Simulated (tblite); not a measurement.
Geometry relaxation, with input and output: CH₁₅NOSi₅ (part 2 of 2)

The same run, continued: CH₁₅NOSi₅; GFN2-xTB geometry optimisation, gas phase (tblite 0.8.0). It belongs to a series of runs on one base structure; here: H on Si replaced by CH2SiH3.

### Trajectory as extended XYZ, continued
```
23
Properties=species:S:1:pos:R:3:forces:R:3 step=125 energy=-694.44690
N     0.8034    1.4496   -2.4503   -0.0090   0.0310  -0.0190
Si    1.3243    0.2546   -1.3158    0.0090   0.0490   0.0070
O    -0.0240   -0.4566   -0.7387   -0.0110   0.0000   0.0090
Si   -1.4719   -1.1278   -0.9968    0.0300  -0.0160  -0.0080
C    -2.8202    0.0942   -0.4525   -0.0040  -0.0050  -0.0180
Si   -3.1827    0.1286    1.4087    0.0200  -0.0350  -0.0150
Si    2.4375    0.8234    0.6253    0.0570  -0.0130  -0.0630
Si    3.2407   -0.9939    1.8138   -0.0030  -0.0280   0.0070
H    -0.0819    1.9123   -2.3200    0.0230   0.0120   0.0340
H     1.4745    2.0849   -2.8500   -0.0280  -0.0140   0.0240
H     2.0096   -0.7209   -2.1747    0.0120  -0.0420   0.0010
H    -1.5905   -1.4610   -2.4189   -0.0410   0.0190   0.0040
H    -1.4480   -2.3341   -0.1713   -0.0070  -0.0240   0.0000
H    -3.7425   -0.1663   -0.9704   -0.0250   0.0000  -0.0170
H    -2.5596    1.0991   -0.7872    0.0080  -0.0050   0.0020
H    -3.7101   -1.1791    1.8119    0.0130   0.0120   0.0160
H    -1.9809    0.4449    2.1800    0.0380   0.0100   0.0170
H    -4.2012    1.1456    1.7025   -0.0050   0.0150  -0.0210
H     3.5600    1.7249    0.2599   -0.0570  -0.0370   0.0440
H     1.6527    1.6619    1.5544   -0.0200   0.0500  -0.0250
H     3.8863   -0.6515    3.0862   -0.0050  -0.0010   0.0060
H     2.1721   -1.9439    2.1455    0.0220   0.0040   0.0110
H     4.2476   -1.7619    1.0684   -0.0150   0.0170   0.0040
23
Properties=species:S:1:pos:R:3:forces:R:3 step=156 energy=-694.51585
N     0.4532    1.5296   -2.2407   -0.0020  -0.0110   0.0030
Si    1.2321    0.2491   -1.3768   -0.0170   0.0330   0.0280
O     0.0701   -0.8416   -1.0229   -0.0090  -0.0010   0.0050
Si   -1.4533   -1.3296   -1.2550    0.0000  -0.0110  -0.0060
C    -2.6545   -0.0523   -0.5237   -0.0200  -0.0230  -0.0200
Si   -2.4621    0.3166    1.3253    0.0190  -0.0140   0.0170
Si    2.1913    0.7428    0.6622    0.0070   0.0240   0.0060
Si    2.8775   -1.0064    2.0098    0.0040   0.0060   0.0070
H    -0.4723    1.7980   -1.9485   -0.0240   0.0300   0.0020
H     0.9827    2.3485   -2.4880    0.0180   0.0190  -0.0090
H     2.0783   -0.3803   -2.3960    0.0150  -0.0280  -0.0170
H    -1.6973   -1.4707   -2.6934   -0.0030  -0.0090   0.0110
H    -1.4978   -2.6108   -0.5557   -0.0040  -0.0080   0.0190
H    -3.6740   -0.3904   -0.7089    0.0010  -0.0180   0.0020
H    -2.5497    0.8796   -1.0795    0.0010   0.0440  -0.0220
H    -2.9532   -0.8205    2.1111    0.0300   0.0180  -0.0130
H    -1.0676    0.6059    1.6719   -0.0090  -0.0120   0.0010
H    -3.2659    1.5018    1.6600   -0.0130  -0.0080   0.0030
H     3.3487    1.6223    0.3828    0.0200   0.0030   0.0030
H     1.3422    1.6512    1.4693    0.0090  -0.0020  -0.0210
H     3.4956   -0.5652    3.2672   -0.0150  -0.0170  -0.0140
H     1.7853   -1.9064    2.3900   -0.0180  -0.0060   0.0110
H     3.8860   -1.8441    1.3498    0.0070  -0.0070   0.0010
23
Properties=species:S:1:pos:R:3:forces:R:3 step=187 energy=-694.53182
N     0.3686    1.6377   -2.1473   -0.0080   0.0360   0.0120
Si    1.1771    0.3162   -1.3735    0.0240   0.0290  -0.0150
O     0.0500   -0.8170   -1.0552    0.0200  -0.0140   0.0190
Si   -1.4473   -1.3913   -1.2595   -0.0050   0.0320   0.0260
C    -2.6931   -0.1418   -0.5507    0.0460   0.0020   0.0640
Si   -2.3167    0.3282    1.2485   -0.0070   0.0170  -0.0060
Si    2.2364    0.7390    0.6330    0.0010  -0.0150  -0.0120
Si    2.7226   -1.0265    2.0472   -0.0010  -0.0010  -0.0360
H    -0.4523    2.0230   -1.7056   -0.0090  -0.0340   0.0060
H     0.9359    2.3922   -2.4976    0.0120   0.0160  -0.0160
H     2.0068   -0.2330   -2.4515   -0.0050  -0.0200  -0.0320
H    -1.6852   -1.6127   -2.6871   -0.0120  -0.0140   0.0110
H    -1.4202   -2.6320   -0.4824   -0.0120   0.0180  -0.0410
H    -3.6959   -0.5600   -0.6208   -0.0100  -0.0090   0.0120
H    -2.6995    0.7614   -1.1619    0.0170  -0.0250  -0.0300
H    -2.5161   -0.8361    2.1137   -0.0310   0.0020   0.0250
H    -0.9348    0.7942    1.3864    0.0320   0.0260   0.0030
H    -3.1883    1.4282    1.6916   -0.0310  -0.0510  -0.0340
H     3.4795    1.4717    0.3024    0.0240  -0.0210   0.0020
H     1.5177    1.7775    1.4043   -0.0150   0.0210   0.0210
H     3.2974   -0.6066    3.3296   -0.0050   0.0050   0.0240
H     1.5447   -1.8345    2.3750   -0.0170  -0.0040   0.0070
H     3.7080   -1.9507    1.4714   -0.0090   0.0040  -0.0110
23
Properties=species:S:1:pos:R:3:forces:R:3 step=219 energy=-694.58065
N     0.2516    1.8239   -1.9972    0.0320  -0.0380  -0.0040
Si    1.2161    0.4902   -1.4583   -0.0070  -0.0060  -0.0170
O     0.2004   -0.7377   -1.1028    0.0270   0.0110  -0.0090
Si   -1.2306   -1.4754   -1.2044   -0.0140   0.0030  -0.0020
C    -2.5818   -0.3692   -0.4543    0.0200  -0.0100  -0.0090
Si   -2.1452    0.4309    1.2073    0.0410  -0.0040  -0.0010
Si    2.3847    0.7060    0.5207   -0.0140   0.0110   0.0160
Si    2.2683   -1.0699    2.0035    0.0050  -0.0010  -0.0180
H    -0.5565    2.0832   -1.4540   -0.0130   0.0040   0.0120
H     0.7289    2.6527   -2.3114   -0.0200   0.0230   0.0010
H     1.9157    0.0941   -2.6883    0.0050   0.0040   0.0310
H    -1.5055   -1.7606   -2.6147   -0.0360  -0.0070   0.0140
H    -1.0343   -2.6959   -0.4214    0.0050   0.0090   0.0030
H    -3.4848   -0.9671   -0.3321   -0.0030   0.0010  -0.0100
H    -2.8357    0.4152   -1.1687   -0.0040   0.0040  -0.0010
H    -1.8084   -0.5816    2.2096   -0.0140  -0.0080   0.0010
H    -1.0158    1.3630    1.0759   -0.0050  -0.0110  -0.0190
H    -3.3011    1.2047    1.6791   -0.0190   0.0090   0.0090
H     3.7988    1.0128    0.2174    0.0140   0.0050  -0.0090
H     1.9705    1.9514    1.2119    0.0110  -0.0070   0.0060
H     2.7230   -0.7468    3.3614    0.0050   0.0120   0.0170
H     0.9152   -1.6123    2.1598    0.0000   0.0050  -0.0150
H     3.1217   -2.1848    1.5711   -0.0140  -0.0080   0.0030
23
Properties=species:S:1:pos:R:3:forces:R:3 step=250 energy=-694.58573
N     0.2455    1.8359   -1.9981   -0.0010  -0.0040   0.0020
Si    1.2286    0.5104   -1.4765   -0.0050   0.0090   0.0050
O     0.2226   -0.7485   -1.2131    0.0030   0.0070   0.0000
Si   -1.2085   -1.4917   -1.2008    0.0010   0.0040   0.0030
C    -2.5428   -0.3675   -0.4481   -0.0060   0.0020  -0.0080
Si   -2.0932    0.4369    1.2070    0.0010  -0.0060   0.0020
Si    2.3655    0.7105    0.5251   -0.0060   0.0060  -0.0090
Si    2.2111   -1.0742    1.9926    0.0150   0.0020   0.0030
H    -0.6345    1.9893   -1.5316   -0.0020   0.0040   0.0040
H     0.6869    2.7205   -2.1886   -0.0040  -0.0060  -0.0010
H     1.9823    0.1546   -2.6849    0.0020  -0.0020  -0.0010
H    -1.5613   -1.8445   -2.5779    0.0010  -0.0020   0.0000
H    -0.9712   -2.6699   -0.3664    0.0030  -0.0020   0.0020
H    -3.4501   -0.9584   -0.3199    0.0080   0.0020   0.0030
H    -2.7986    0.4153   -1.1643    0.0090  -0.0030  -0.0050
H    -1.7883   -0.5778    2.2172   -0.0050   0.0010   0.0010
H    -0.9426    1.3390    1.0596    0.0000  -0.0040   0.0000
H    -3.2349    1.2385    1.6703    0.0000   0.0060   0.0040
H     3.7836    1.0140    0.2322   -0.0010  -0.0090   0.0030
H     1.9572    1.9517    1.2269    0.0030  -0.0040  -0.0050
H     2.6577   -0.7616    3.3571   -0.0040  -0.0050  -0.0050
H     0.8431   -1.5837    2.1255   -0.0060  -0.0010   0.0010
H     3.0371   -2.2119    1.5670   -0.0040   0.0060   0.0020
23
Properties=species:S:1:pos:R:3:forces:R:3 step=281 energy=-694.58849
N     0.1831    1.8520   -1.9529   -0.0030   0.0010  -0.0020
Si    1.2142    0.5415   -1.4892    0.0080   0.0010  -0.0030
O     0.2556   -0.7560   -1.2378    0.0000   0.0000   0.0030
Si   -1.1634   -1.5190   -1.1681    0.0000  -0.0090   0.0010
C    -2.4984   -0.3670   -0.4620    0.0020  -0.0010   0.0010
Si   -2.0925    0.4150    1.2149   -0.0020   0.0020  -0.0020
Si    2.3871    0.7103    0.4940   -0.0060  -0.0020  -0.0010
Si    2.1598   -1.0613    1.9689   -0.0030  -0.0030   0.0010
H    -0.6434    2.0275   -1.4031    0.0020  -0.0010  -0.0010
H     0.6057    2.7273   -2.2149    0.0010   0.0020   0.0060
H     1.9464    0.2429   -2.7256   -0.0030   0.0030  -0.0030
H    -1.5205   -1.9472   -2.5225   -0.0020   0.0040  -0.0020
H    -0.9017   -2.6519   -0.2795   -0.0020   0.0010   0.0000
H    -3.4271   -0.9307   -0.3729    0.0000   0.0000  -0.0010
H    -2.6971    0.4250   -1.1860   -0.0050  -0.0050   0.0020
H    -1.9285   -0.6112    2.2463   -0.0020  -0.0010  -0.0070
H    -0.8707    1.2288    1.1392   -0.0010  -0.0040   0.0010
H    -3.1978    1.3021    1.6064    0.0000   0.0040   0.0010
H     3.8158    0.9389    0.1886    0.0030   0.0000   0.0010
H     2.0418    1.9751    1.1865    0.0050  -0.0010  -0.0010
H     2.5819   -0.7582    3.3427    0.0030   0.0030   0.0030
H     0.7768   -1.5384    2.0734    0.0030   0.0050   0.0010
H     2.9681   -2.2185    1.5638    0.0010   0.0000   0.0000
```

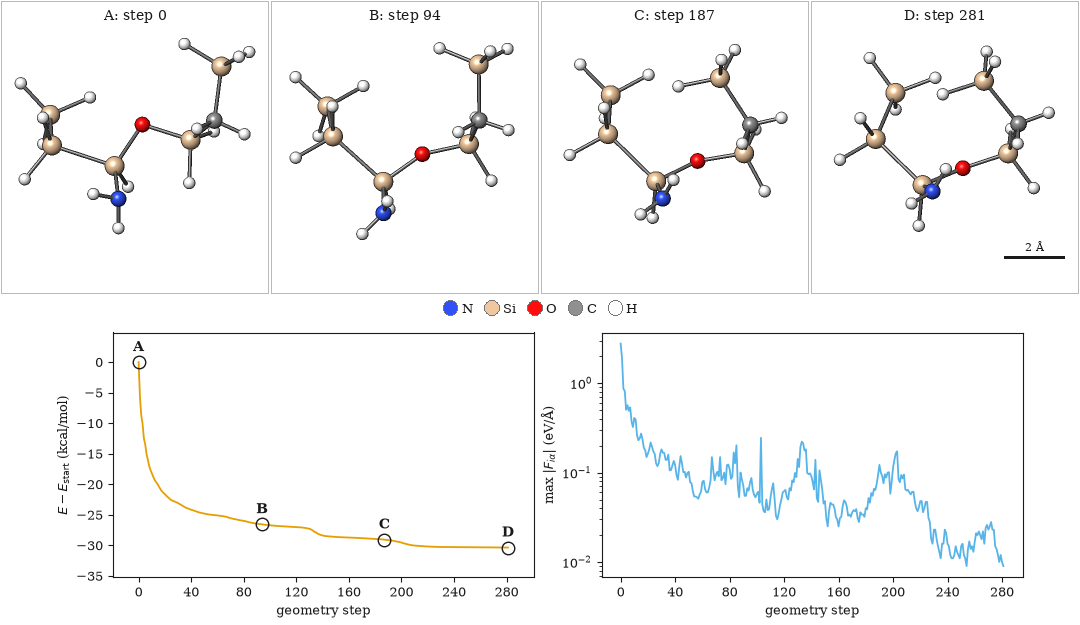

Frames of the relaxation (ball-and-stick view, seen at a tilt) above the curves, on which the letters mark them (steps are counted from 0).

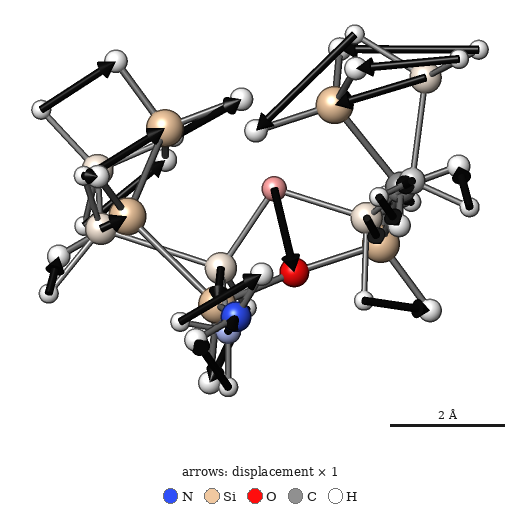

Start (faint) and end (solid) with the displacements as black arrows, at true length (ball-and-stick view, seen at a tilt). The two geometries are laid on each other by the best rigid fit. Over 281 geometry steps the energy falls by 30.3 kcal/mol. Largest force component: 2.8 eV/Å at the start, 0.009 eV/Å at the end. The largest move after the best rigid fit is that of H16, 2.50 Å. Largest moves by element: H 2.50 Å, Si 1.73 Å, O 1.62 Å, N 0.81 Å, C 0.73 Å. Among the contacts that change: O3–Si4 1.725 → 1.613 Å, Si2–O3 1.721 → 1.633 Å, Si7–Si8 2.246 → 2.316 Å, Si2–Si7 2.250 → 2.310 Å. Among the angles that change: Si2–O3–Si4 107.2° → 154.1°, Si2–N1–H9 106.4° → 118.3°, Si2–Si7–Si8 106.5° → 116.2°. (Atoms are counted from 1 in the order of the input.)

The run was set up as follows.

### The input
```
{"job": {"kind": "relax", "xc": "GFN2-xTB", "basis": "xTB"}, "charge": 0, "multiplicity": 1}
N      0.707900     1.315000    -2.068200
Si     1.185800     0.115200    -0.852300
O     -0.133800    -0.168900     0.215900
Si    -1.437300    -0.777900    -0.736300
C     -3.034600     0.111900    -0.453700
Si    -3.750600    -0.094800     1.234100
Si     2.888200     0.868800     0.412000
Si     3.633400    -0.890400     1.592900
H      1.072700     2.235000    -1.733600
H      1.113900     1.138800    -2.997900
H      1.596000    -1.115400    -1.545300
H     -1.061900    -0.547800    -2.137600
H     -1.567500    -2.243800    -0.573100
H     -3.779300    -0.308900    -1.179300
H     -2.922000     1.209500    -0.643600
H     -4.157500    -1.479500     1.539500
H     -2.883100     0.403500     2.309900
H     -4.974700     0.728300     1.279500
H      3.947500     1.433600    -0.440400
H      2.340400     1.916900     1.300900
H      4.147100    -0.439900     2.881400
H      2.452900    -1.763700     1.808800
H      4.611700    -1.618400     0.796400
```

The first line tells a small driver script what to run in tblite; the rest is the geometry in Å.

Run as:
```bash
OMP_NUM_THREADS=1 python <driver script> task.json out
```

### Key numbers

- outcome: converged
- total energy: −694.5885 eV
- hardware: 1 CPU thread, shared host
- wall time: 15 s
- peak memory: 0.19 GiB
